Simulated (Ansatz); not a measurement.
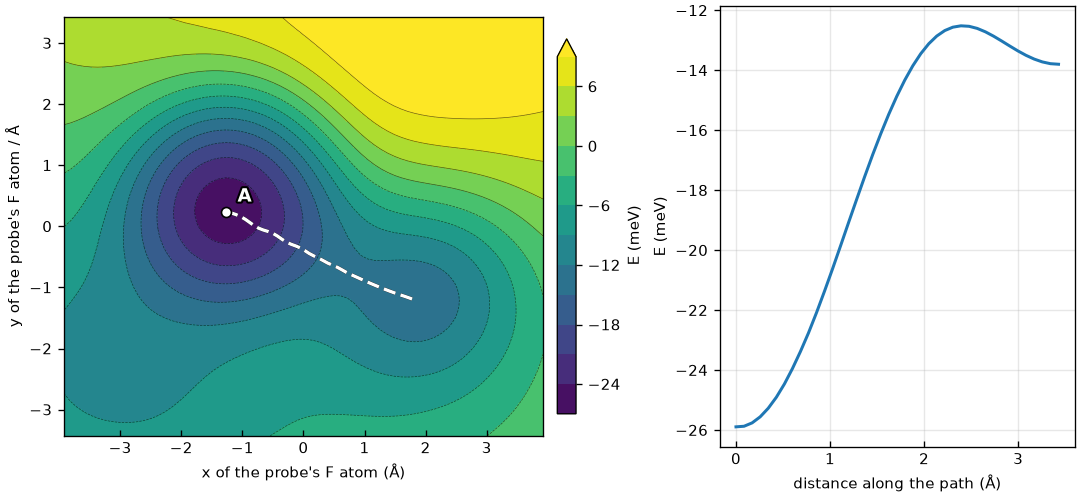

CH₇NSSi (SMILES CS[SiH2]N) with the probe HF. The probe is moved over a plane parallel to the molecule's main plane, 4.96 Å above it. First axis: x of the probe's F atom. Second axis: y of the probe's F atom. Nothing is relaxed (molecule and probe rigid, the probe upright with F nearest the plane). The grid has 17 × 15 points. Points are written as (first, second). All energies are given in meV relative to molecule and probe far apart, each relaxed in its own basis (no counterpoise correction). Theory: RKS CAM-B3LYP-D4/def2-SVP in Ansatz 0.2.0.

Drawn: filled contours, a line along the lowest path, one colour for all values above the top of the scale, the energy along the path at the right, the start A. Between grid points the surface is interpolated.

Describe the path and its barrier.

The easiest path leads from the well at about (−1.27 Å, 0.24 Å) to the well at about (1.82 Å, −1.21 Å), about 12 meV higher. Its highest point lies about 13 meV above the bottom of the first well on the interpolated surface, at about (0.86 Å, −0.83 Å). Seen from the upper well the barrier is about 1.3 meV. This is the barrier on the constrained surface; relaxing the other coordinates would change it.
